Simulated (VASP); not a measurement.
Band structure of V (space group Im-3m). Computed with PBE GGA, VASP's PBE PAW potentials (set 64) (plane waves; VASP 6.6.1).

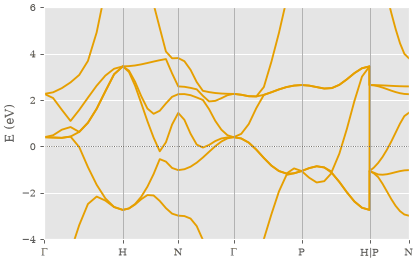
Fig. 1. Bands along high-symmetry lines, zero at the valence-band maximum or, without a gap, the Fermi level

Read the plot: is there a gap, and where are the band edges?

It has no gap at this level: it comes out as a metal or semimetal.

The structure comes from a computed database's V entry; how it stands against other phases isn't given here. The cell was not relaxed at this level. The run is not spin-polarised, so no magnetic state was tried.
